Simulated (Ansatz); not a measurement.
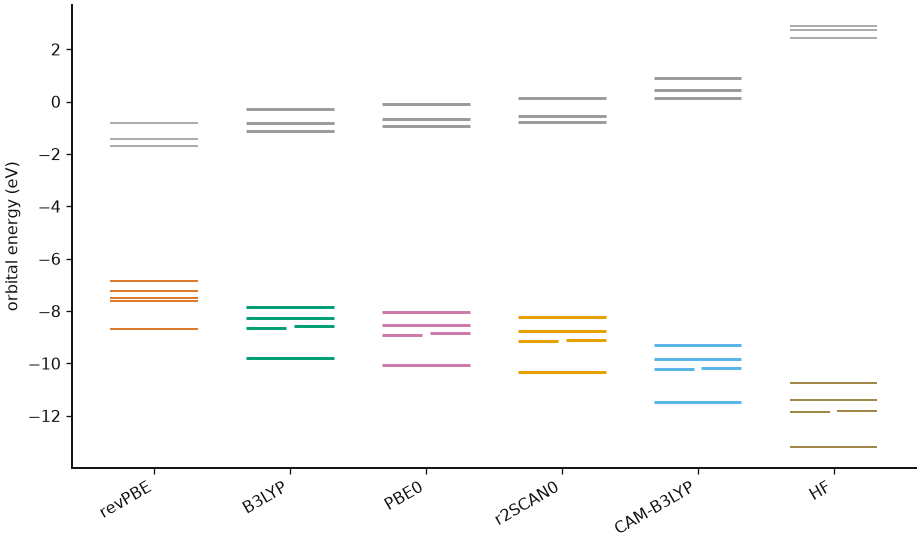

Frontier orbital energies of Si₂H₄Br₂, SMILES [SiH3][SiH](Br)Br at one geometry, def2-TZVPP, the Ansatz code, at a PBE0-D4/def2-TZVP geometry (a minimum by its frequencies). Empty levels are grey, levels within 0.1 eV stand side by side; all columns show the same few orbitals around the gap.

### How do the frontier levels move from column to column?

The separation grows from 5.15 eV (revPBE) to 13.18 eV (HF).

```csv
level,HOMO (eV),LUMO (eV),separation (eV)
revPBE,−6.84,−1.69,5.15
B3LYP,−7.84,−1.12,6.72
PBE0,−8.05,−0.93,7.11
r2SCAN0,−8.24,−0.79,7.44
CAM-B3LYP,−9.32,0.14,9.46
HF,−10.74,2.44,13.18
```

Caveats, for all or some of the runs: empty levels above zero depend strongly on the basis; no scalar relativity up to krypton; spin-orbit coupling is left out, and with Br it can shift these levels and split any degenerate set.
